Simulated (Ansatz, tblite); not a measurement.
**The cluster Cd₇Se₇: removing and adding an electron**

What does removing or adding an electron cost or gain for the cluster Cd₇Se₇? Each charged state is run at several levels.

Method: as each input shows; program: Ansatz 0.2.0, Gaussian basis.

The runs, in order: charge +1 doublet, at the geometry of the singlet (PBE0-D4/def2-TZVP, PBE-D4/def2-TZVP, B3LYP-D4/def2-TZVP); charge -1 doublet, at the geometry of the singlet (PBE0-D4/def2-TZVP, PBE-D4/def2-TZVP, B3LYP-D4/def2-TZVP); the starting singlet's energies come from earlier runs.

2 further runs of the same task are left out: 1 that didn't finish, 1 set aside as unsound or not needed.

## Step 1: The geometry

The singlet was relaxed beforehand with PBE-D4/def2-SVP.

14 atoms, charge 0, spin multiplicity 1.

Atoms are counted from 1 here; the program's logs count them from 0.

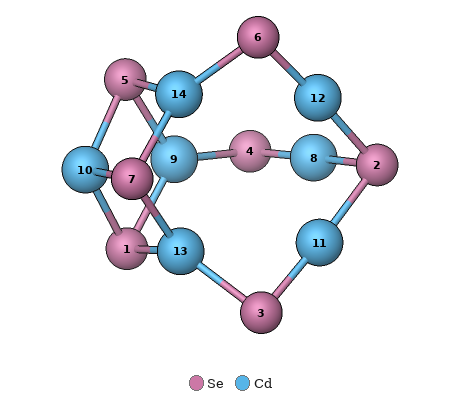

The geometry (selenium pink, cadmium blue); atoms are numbered from 1 in the order of the file.

As a file:

| atom | x (Å) | y (Å) | z (Å) |
| --- | --- | --- | --- |
| Se1 | 0.5729 | -3.3312 | 0.1338 |
| Se2 | -2.2358 | 2.2503 | -2.2372 |
| Se3 | 1.4614 | -0.7525 | -3.7282 |
| Se4 | -3.7302 | -1.4651 | 0.7411 |
| Se5 | 0.1288 | -0.5763 | 3.3231 |
| Se6 | 0.7579 | 3.7288 | 1.4715 |
| Se7 | 3.3248 | -0.1390 | 0.5748 |
| Cd8 | -3.0690 | 0.3463 | -0.7163 |
| Cd9 | -1.2142 | -1.7545 | 1.3377 |
| Cd10 | 1.9576 | -1.9648 | 1.9616 |
| Cd11 | -0.3379 | 0.7201 | -3.0678 |
| Cd12 | -0.7092 | 3.0758 | -0.3350 |
| Cd13 | 1.7497 | -1.3469 | -1.2115 |
| Cd14 | 1.3433 | 1.2091 | 1.7526 |

Cd takes a core potential in the def2 sets. No spin-orbit coupling is included.

## Step 2: Charge +1 doublet at the fixed geometry, PBE0-D4/def2-TZVP

in.yaml

```yaml
crystal:
  periodic: [false, false, false]
  atoms:
    - {symbol: Se, position_ang: [0.572919, -3.331222, 0.133761]}
    - {symbol: Se, position_ang: [-2.235808, 2.250279, -2.237220]}
    - {symbol: Se, position_ang: [1.461434, -0.752481, -3.728186]}
    - {symbol: Se, position_ang: [-3.730223, -1.465055, 0.741058]}
    - {symbol: Se, position_ang: [0.128778, -0.576323, 3.323118]}
    - {symbol: Se, position_ang: [0.757870, 3.728785, 1.471515]}
    - {symbol: Se, position_ang: [3.324818, -0.139001, 0.574760]}
    - {symbol: Cd, position_ang: [-3.069044, 0.346325, -0.716343]}
    - {symbol: Cd, position_ang: [-1.214186, -1.754479, 1.337665]}
    - {symbol: Cd, position_ang: [1.957616, -1.964848, 1.961612]}
    - {symbol: Cd, position_ang: [-0.337950, 0.720088, -3.067834]}
    - {symbol: Cd, position_ang: [-0.709234, 3.075752, -0.334992]}
    - {symbol: Cd, position_ang: [1.749690, -1.346922, -1.211534]}
    - {symbol: Cd, position_ang: [1.343320, 1.209082, 1.752620]}
basis:
  gaussian: {orbitals: def2-TZVP, fitting: {mean_field: def2-universal-jkfit}}
total_charge: 1
magnetization: {spin_polarized: true, initial_magnetization: 1}
hamiltonian: {xc: pbe0, dispersion: d4}
scf: {omitted_lower_state_checks: [starts]}
output: {orbitals: {seedname: orbitals}}
```

On the command line:

```console
ansatz run in.yaml --threads 2 --pin off --events-out ev --progress --plain --max-ram 32768MiB --backend cuda --devices 0, --max-vram 18GiB
```

Standard output:

```text
Functional definition: PBE0
  name "PBE0"
  cite "Adamo & Barone, J. Chem. Phys. 110, 6158 (1999) doi:10.1063/1.478522"
  cite "Perdew, Burke & Ernzerhof, Phys. Rev. Lett. 77, 3865 (1996) doi:10.1103/PhysRevLett.77.3865"
  parent pbe
  parameter a = 0.25
  parameter kappa = 0.804
  parameter beta = 0.06672455060314922
  exchange = (1 - a)*pbe_x(kappa = kappa, mu = beta*pi^2/3) + a*exact_x
  correlation = pbe_c(beta = beta)
these checks for a lower state are left out or cut short: starts
3647 factors; integrals over basis functions are off by at most 5.2e-1 eV
mean field evaluation 1: about -489346.4119 eV, gradient 4.3e1 eV
mean field evaluation 2: about -489319.9569 eV, gradient 8.5e1 eV
mean field evaluation 4: about -489355.2598 eV, gradient 1.4e1 eV
mean field evaluation 8: about -489356.8172 eV, gradient 9.4e-1 eV
mean field evaluation 16: about -489356.8280 eV, gradient 4.8e-2 eV
mean field evaluation 32: about -489356.8680 eV, gradient 4.3e-2 eV
mean field -489356.86863567 eV, -17983.5332243619 hartree, gradient 7.8e-6 eV, S^2 0.759493; 0 other end points of the search recorded, 0 dependent functions left out
reference -489356.86868246 eV, -17983.5332260816 hartree; 189, 188 occupied and 427, 428 virtual orbitals, 3647 factors
Total energy: -489358.25799747 eV, -17983.5842824663 hartree
Checks for a lower state left out: starts
```

It took 69 s on 1 × H100 (card shared with other runs) with 2 threads of AMD EPYC 7R13, shared host; peak host memory 1.3 GiB.

Report: HOMO -9.54 eV, LUMO -8.79 eV (over both spins); ⟨S²⟩ 0.759 (pure: 0.75).

## Step 3: Charge +1 doublet at the fixed geometry, PBE-D4/def2-TZVP

start.molden holds the orbitals of an earlier run on this state, given as this run's starting guess.

Edit in.yaml of step 2 so:

```diff
@@ -18,6 +18,6 @@
 basis:
-  gaussian: {orbitals: def2-TZVP, fitting: {mean_field: def2-universal-jkfit}}
+  gaussian: {orbitals: def2-TZVP, fitting: {mean_field: def2-universal-jkfit}, initial_orbitals: start.molden}
 total_charge: 1
 magnetization: {spin_polarized: true, initial_magnetization: 1}
-hamiltonian: {xc: pbe0, dispersion: d4}
+hamiltonian: {xc: pbe, dispersion: d4}
 scf: {omitted_lower_state_checks: [starts]}
```

Launched as before.

Standard output:

```text
Functional definition: PBE
  name "PBE"
  cite "Perdew, Burke & Ernzerhof, Phys. Rev. Lett. 77, 3865 (1996) doi:10.1103/PhysRevLett.77.3865"
  parent pbe
  parameter kappa = 0.804
  parameter beta = 0.06672455060314922
  exchange = pbe_x(kappa = kappa, mu = beta*pi^2/3)
  correlation = pbe_c(beta = beta)
these checks for a lower state are left out or cut short: starts
3647 factors; integrals over basis functions are off by at most 5.2e-1 eV
mean field evaluation 1: about -489343.8773 eV, gradient 1.6e1 eV
mean field evaluation 2: about -489344.5086 eV, gradient 8.1e-1 eV
mean field evaluation 4: about -489344.5440 eV, gradient 2.2e-1 eV
mean field evaluation 8: about -489344.5450 eV, gradient 3.1e-4 eV
mean field evaluation 16: about -489344.5450 eV, gradient 2.3e-4 eV
mean field -489344.54504456 eV, -17983.0803407419 hartree, gradient 2.2e-6 eV, S^2 0.752105; 0 other end points of the search recorded, 0 dependent functions left out
reference -489344.54510655 eV, -17983.0803430201 hartree; 189, 188 occupied and 427, 428 virtual orbitals, 3647 factors
Total energy: -489346.07056249 eV, -17983.1364024917 hartree
Checks for a lower state left out: starts
```

It took 30 s on 1 × H100 (card shared with other runs) with 2 threads of AMD EPYC 7R13, shared host; peak host memory 1.3 GiB.

HOMO -8.76 eV, LUMO -8.77 eV (over both spins; with the spin held, an empty level of the minority spin lies below the top filled one); ⟨S²⟩ 0.752 (pure: 0.75).

## Step 4: Charge +1 doublet at the fixed geometry, B3LYP-D4/def2-TZVP

Edit in.yaml of step 3 so:

```diff
@@ -21,3 +21,3 @@
 magnetization: {spin_polarized: true, initial_magnetization: 1}
-hamiltonian: {xc: pbe, dispersion: d4}
+hamiltonian: {xc: {name: B3LYP}, dispersion: d4}
 scf: {omitted_lower_state_checks: [starts]}
```

Same command.

Standard output:

```text
Functional definition: B3LYP
  name "B3LYP"
  cite "Stephens, Devlin, Chabalowski & Frisch, J. Phys. Chem. 98, 11623 (1994) doi:10.1021/j100096a001"
  cite "Becke, Phys. Rev. A 38, 3098 (1988) doi:10.1103/PhysRevA.38.3098"
  cite "Lee, Yang & Parr, Phys. Rev. B 37, 785 (1988) doi:10.1103/PhysRevB.37.785"
  cite "Vosko, Wilk & Nusair, Can. J. Phys. 58, 1200 (1980) doi:10.1139/p80-159"
  parameter a0 = 0.2
  parameter ax = 0.72
  parameter ac = 0.81
  exchange = (1 - a0 - ax)*slater_x + ax*b88_x + a0*exact_x
  correlation = (1 - ac)*vwn_rpa_c + ac*lyp_c
these checks for a lower state are left out or cut short: starts
3647 factors; integrals over basis functions are off by at most 5.2e-1 eV
mean field evaluation 1: about -489427.8421 eV, gradient 9.2e0 eV
mean field evaluation 2: about -489428.0707 eV, gradient 2.7e-1 eV
mean field evaluation 4: about -489428.0744 eV, gradient 2.9e-2 eV
mean field evaluation 8: about -489428.0744 eV, gradient 1.6e-5 eV
mean field -489428.07439780 eV, -17986.1499878553 hartree, gradient 6.6e-6 eV, S^2 0.756489; 0 other end points of the search recorded, 0 dependent functions left out
reference -489428.07478408 eV, -17986.1500020506 hartree; 189, 188 occupied and 427, 428 virtual orbitals, 3647 factors
Total energy: -489430.59219218 eV, -17986.2425150922 hartree
Checks for a lower state left out: starts
```

Run time: 30 s. Hardware: 1 × H100 (card shared with other runs) with 2 threads of AMD EPYC 7R13, shared host; peak host memory 1.3 GiB.

From the report: HOMO -9.36 eV, LUMO -8.79 eV (over both spins); ⟨S²⟩ 0.756 (pure: 0.75).

## Step 5: Vertical ionisation energy

Charged state less starting state, singlet to doublet; the starting state's energies are those of its earlier runs.

| level | vertical ionisation energy (eV) | time |
| --- | --- | --- |
| PBE-D4/def2-TZVP | +7.18 | 53 s |
| B3LYP-D4/def2-TZVP | +7.57 | 56 s |
| PBE0-D4/def2-TZVP | +7.66 | 87 s |

Times add the two runs; a level without a time comes out of a correlated run.

Beside −ε(HOMO) of the starting state:

| level | −ε(HOMO) (eV) | by difference (eV) | mismatch (eV) |
| --- | --- | --- | --- |
| PBE-D4/def2-TZVP | 5.55 | 7.18 | -1.64 |
| B3LYP-D4/def2-TZVP | 6.27 | 7.57 | -1.29 |
| PBE0-D4/def2-TZVP | 6.49 | 7.66 | -1.17 |

## Step 6: Charge -1 doublet at the fixed geometry, PBE0-D4/def2-TZVP

Edit in.yaml of step 4 so:

```diff
@@ -18,6 +18,6 @@
 basis:
-  gaussian: {orbitals: def2-TZVP, fitting: {mean_field: def2-universal-jkfit}, initial_orbitals: start.molden}
-total_charge: 1
+  gaussian: {orbitals: def2-TZVP, fitting: {mean_field: def2-universal-jkfit}}
+total_charge: -1
 magnetization: {spin_polarized: true, initial_magnetization: 1}
-hamiltonian: {xc: {name: B3LYP}, dispersion: d4}
+hamiltonian: {xc: pbe0, dispersion: d4}
 scf: {omitted_lower_state_checks: [starts]}
```

Same command.

Standard output:

```text
Functional definition: PBE0
  name "PBE0"
  cite "Adamo & Barone, J. Chem. Phys. 110, 6158 (1999) doi:10.1063/1.478522"
  cite "Perdew, Burke & Ernzerhof, Phys. Rev. Lett. 77, 3865 (1996) doi:10.1103/PhysRevLett.77.3865"
  parent pbe
  parameter a = 0.25
  parameter kappa = 0.804
  parameter beta = 0.06672455060314922
  exchange = (1 - a)*pbe_x(kappa = kappa, mu = beta*pi^2/3) + a*exact_x
  correlation = pbe_c(beta = beta)
these checks for a lower state are left out or cut short: starts
3647 factors; integrals over basis functions are off by at most 5.2e-1 eV
mean field evaluation 1: about -489355.6472 eV, gradient 4.5e1 eV
mean field evaluation 2: about -489310.5466 eV, gradient 1.0e2 eV
mean field evaluation 4: about -489366.2171 eV, gradient 8.5e0 eV
mean field evaluation 8: about -489366.6190 eV, gradient 3.4e-1 eV
mean field evaluation 16: about -489366.6233 eV, gradient 1.2e-2 eV
mean field -489366.62329924 eV, -17983.8917016360 hartree, gradient 4.4e-6 eV, S^2 0.753160; 0 other end points of the search recorded, 0 dependent functions left out
reference -489366.62334198 eV, -17983.8917032066 hartree; 190, 189 occupied and 426, 427 virtual orbitals, 3647 factors
Total energy: -489368.03966181 eV, -17983.9437520007 hartree
Checks for a lower state left out: starts
```

Run time: 30 s. Hardware: 1 × H100 (card shared with other runs) with 2 threads of AMD EPYC 7R13, shared host; peak host memory 1.3 GiB.

From the report: HOMO -1.04 eV, LUMO 0.20 eV (over both spins); ⟨S²⟩ 0.753 (pure: 0.75).

## Step 7: Charge -1 doublet at the fixed geometry, PBE-D4/def2-TZVP

Edit in.yaml of step 6 so:

```diff
@@ -18,6 +18,6 @@
 basis:
-  gaussian: {orbitals: def2-TZVP, fitting: {mean_field: def2-universal-jkfit}}
+  gaussian: {orbitals: def2-TZVP, fitting: {mean_field: def2-universal-jkfit}, initial_orbitals: start.molden}
 total_charge: -1
 magnetization: {spin_polarized: true, initial_magnetization: 1}
-hamiltonian: {xc: pbe0, dispersion: d4}
+hamiltonian: {xc: pbe, dispersion: d4}
 scf: {omitted_lower_state_checks: [starts]}
```

Launched as before.

Standard output:

```text
Functional definition: PBE
  name "PBE"
  cite "Perdew, Burke & Ernzerhof, Phys. Rev. Lett. 77, 3865 (1996) doi:10.1103/PhysRevLett.77.3865"
  parent pbe
  parameter kappa = 0.804
  parameter beta = 0.06672455060314922
  exchange = pbe_x(kappa = kappa, mu = beta*pi^2/3)
  correlation = pbe_c(beta = beta)
these checks for a lower state are left out or cut short: starts
3647 factors; integrals over basis functions are off by at most 5.2e-1 eV
mean field evaluation 1: about -489353.2081 eV, gradient 1.6e1 eV
mean field evaluation 2: about -489353.8448 eV, gradient 9.4e-1 eV
mean field evaluation 4: about -489353.9007 eV, gradient 5.1e-2 eV
mean field evaluation 8: about -489353.9024 eV, gradient 2.2e-5 eV
mean field -489353.90235838 eV, -17983.4242156821 hartree, gradient 1.2e-5 eV, S^2 0.750797; 0 other end points of the search recorded, 0 dependent functions left out
reference -489353.90241553 eV, -17983.4242177824 hartree; 190, 189 occupied and 426, 427 virtual orbitals, 3647 factors
Total energy: -489355.45730695 eV, -17983.4813589880 hartree
Checks for a lower state left out: starts
```

Wall time 21 s (1 × H100 (card shared with other runs) with 2 threads of AMD EPYC 7R13, shared host); peak host memory 1.3 GiB.

From the report: HOMO -0.64 eV, LUMO -0.48 eV (over both spins); ⟨S²⟩ 0.751 (pure: 0.75).

## Step 8: Charge -1 doublet at the fixed geometry, B3LYP-D4/def2-TZVP

Edit in.yaml of step 7 so:

```diff
@@ -21,3 +21,3 @@
 magnetization: {spin_polarized: true, initial_magnetization: 1}
-hamiltonian: {xc: pbe, dispersion: d4}
+hamiltonian: {xc: {name: B3LYP}, dispersion: d4}
 scf: {omitted_lower_state_checks: [starts]}
```

Same command.

Standard output:

```text
Functional definition: B3LYP
  name "B3LYP"
  cite "Stephens, Devlin, Chabalowski & Frisch, J. Phys. Chem. 98, 11623 (1994) doi:10.1021/j100096a001"
  cite "Becke, Phys. Rev. A 38, 3098 (1988) doi:10.1103/PhysRevA.38.3098"
  cite "Lee, Yang & Parr, Phys. Rev. B 37, 785 (1988) doi:10.1103/PhysRevB.37.785"
  cite "Vosko, Wilk & Nusair, Can. J. Phys. 58, 1200 (1980) doi:10.1139/p80-159"
  parameter a0 = 0.2
  parameter ax = 0.72
  parameter ac = 0.81
  exchange = (1 - a0 - ax)*slater_x + ax*b88_x + a0*exact_x
  correlation = (1 - ac)*vwn_rpa_c + ac*lyp_c
these checks for a lower state are left out or cut short: starts
3647 factors; integrals over basis functions are off by at most 5.2e-1 eV
mean field evaluation 1: about -489437.4792 eV, gradient 9.2e0 eV
mean field evaluation 2: about -489437.7342 eV, gradient 3.5e-1 eV
mean field evaluation 4: about -489437.7631 eV, gradient 2.8e-1 eV
mean field evaluation 8: about -489437.7637 eV, gradient 2.5e-5 eV
mean field -489437.76368519 eV, -17986.5060625993 hartree, gradient 1.0e-5 eV, S^2 0.752237; 0 other end points of the search recorded, 0 dependent functions left out
reference -489437.76405144 eV, -17986.5060760584 hartree; 190, 189 occupied and 426, 427 virtual orbitals, 3647 factors
Total energy: -489440.32944468 eV, -17986.6003525213 hartree
Checks for a lower state left out: starts
```

It took 26 s on 1 × H100 (card shared with other runs) with 2 threads of AMD EPYC 7R13, shared host; peak host memory 1.3 GiB.

From the report: HOMO -0.95 eV, LUMO -0.06 eV (over both spins); ⟨S²⟩ 0.752 (pure: 0.75).

## Step 9: Vertical electron affinity

Starting state less charged state (positive: the electron is bound), singlet to doublet; the starting state's energies are those of its earlier runs.

| level | vertical electron affinity (eV) | time |
| --- | --- | --- |
| PBE-D4/def2-TZVP | +2.20 | 44 s |
| B3LYP-D4/def2-TZVP | +2.17 | 52 s |
| PBE0-D4/def2-TZVP | +2.12 | 48 s |

Times add the two runs; a level without a time comes out of a correlated run.

Beside −ε(LUMO) of the starting state:

| level | −ε(LUMO) (eV) | by difference (eV) | mismatch (eV) |
| --- | --- | --- | --- |
| PBE-D4/def2-TZVP | 3.79 | 2.20 | +1.59 |
| B3LYP-D4/def2-TZVP | 3.36 | 2.17 | +1.19 |
| PBE0-D4/def2-TZVP | 3.18 | 2.12 | +1.06 |

## Step 10: Results

| quantity | value |
| --- | --- |
| vertical ionisation energy, functionals in def2-TZVP | 7.18 (PBE-D4) to 7.66 eV (PBE0-D4) |
| vertical electron affinity, functionals in def2-TZVP | 2.12 (PBE0-D4) to 2.20 eV (PBE-D4) |

In words: The vertical ionisation energy spans 7.18 to 7.66 eV over the functionals. −ε(HOMO) misses the level's own difference by -1.17 eV at best (PBE0-D4) and -1.64 eV at worst (PBE-D4). The vertical electron affinity spans 2.12 to 2.20 eV over the functionals. −ε(LUMO) misses the level's own difference by +1.06 eV at best (PBE0-D4) and +1.59 eV at worst (PBE-D4).
